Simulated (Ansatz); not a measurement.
KTaO3 (cubic perovskite)

```
KTaO3
1.0
    8.04636     0.00000     0.00000
    4.02318     4.02318     0.00000
    0.00000     0.00000     4.02318
K Ta O
2 2 6
Cartesian
  0.00000   0.00000   0.00000
  4.02318   0.00000   0.00000
  2.01159   2.01159   2.01159
  6.03477   2.01159   2.01159
  8.04636   2.01159   2.01159
  4.02318   2.01159   2.01159
  2.01159   2.01159   0.00000
  6.03477   2.01159   0.00000
  2.01159   0.00000   2.01159
  6.03477   0.00000   2.01159
```

A phonon eigenvector at M = (0.5, 0.5, 0.0) is frozen into this cell: atom i moves by Q times the vector below, so Q is the largest atomic displacement, in Å. The cell is held. It is one choice among 2 degenerate patterns. (q is in reciprocal vectors of the primitive cell; the cell shown is doubled to hold the pattern.)

| atom | x | y | z |
|---|---|---|---|
| O5 | 0.000 | 0.000 | 1.000 |
| O6 | 0.000 | 0.000 | -1.000 |
| O9 | 0.000 | 0.000 | -0.953 |
| O10 | 0.000 | 0.000 | 0.953 |

Atoms not listed stay in place.

Level of theory: PBE (plane waves to 420 eV, PAW, scalar-relativistic; Ansatz, a program for electronic structure). k mesh 8×8×8 (Γ-centred), Fermi-Dirac smearing 0.05 eV. The energy includes the smearing's −TS. KTaO3 is run without spin polarisation. KTaO3 was relaxed with its symmetry unable to fall. Spin-orbit coupling is left out, though Ta is heavy. The PAW data are Ansatz's earlier set. The zero of ΔE is the undisplaced structure.

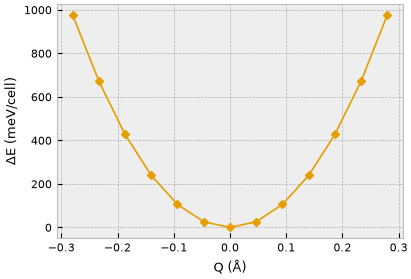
Figure: ΔE (meV/cell) against Q (Å); one marker a computed point.

Problem. What is the energy change at Q = 0.280 Å?

Solution. About 980 meV/cell.

Problem. What harmonic wavenumber does the curvature at Q = 0 give?

Solution. About 330 cm⁻¹.

(A displaced cell: forces are minus the slopes of the energy, force constants its curvatures, and phonons follow from these.)
